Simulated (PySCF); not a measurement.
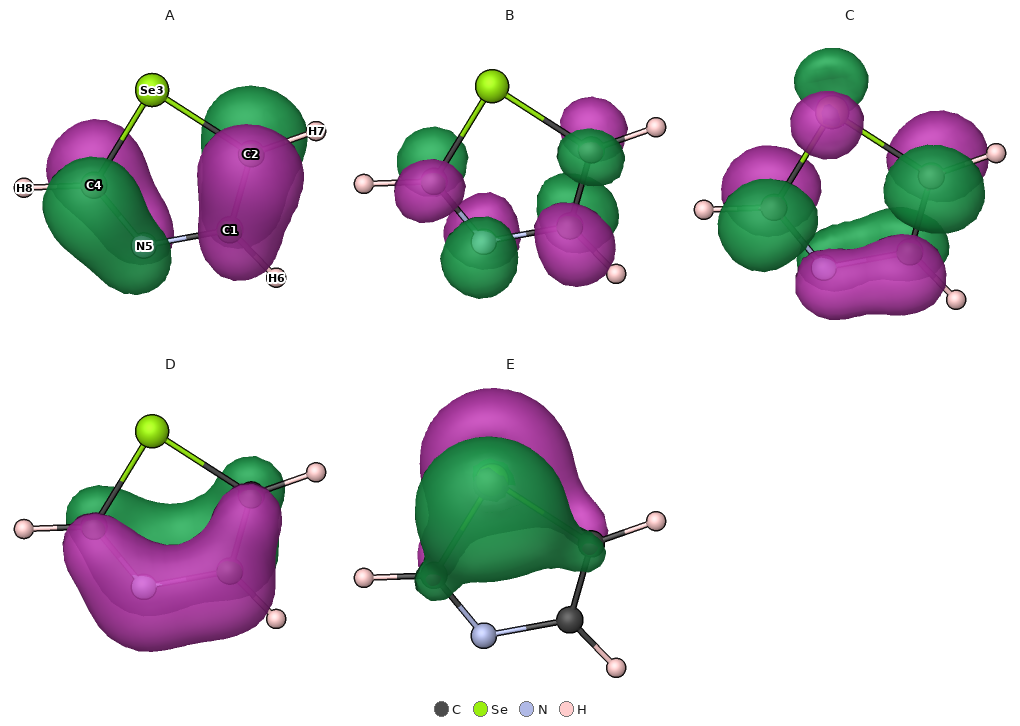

Figure 1: C3H3NSe, SMILES `c1c[se]cn1`. Natural orbitals of the π active space, CASSCF(6,5), singlet state, in random order.

Computed with PySCF, def2-SVPD basis, geometry: GFN2-xTB. No frequency check shows the geometry to be a minimum. GFN2-xTB bond lengths at metals and heavier atoms can be off by up to 0.1 Å and shapes distorted, which carries into these values.

Geometry (Å), atoms numbered from 1:

```
C1       1.6827    0.6159    0.0000
C2       0.4749    1.2419    0.0000
Se3     -0.9100    0.0095    0.0000
C4       0.5026   -1.2409    0.0000
N5       1.6743   -0.7350    0.0000
H6       2.6344    1.1189    0.0000
H7       0.2995    2.3020    0.0000
H8       0.3232   -2.3011    0.0000
```

> Which orbitals are strongly, which singly and which weakly occupied?

Strongly: E (2.00), D (1.94), A (1.90). Weakly: C (0.10), B (0.06). Broadly, orbitals with more nodes between bonded atoms hold fewer electrons.

> How multiconfigurational is the state?

The leading determinant weighs 0.92; the effective number of unpaired electrons, Σ n²(2−n)², is 0.10; the most occupied of the weakly occupied orbitals holds 0.10 e, as in an ordinary closed-shell π system. The active space lowers the energy by 1.49 eV against Hartree–Fock.

> Where does the lowest triplet lie relative to the singlet, at this geometry and within this active space?

4.07 eV above it by strongly contracted NEVPT2 (+3.71 eV by CASSCF); a small basis tends to put such gaps a few tenths of an eV too high. This is a vertical energy for π states alone; a state that uses lone pairs or σ orbitals may lie lower.
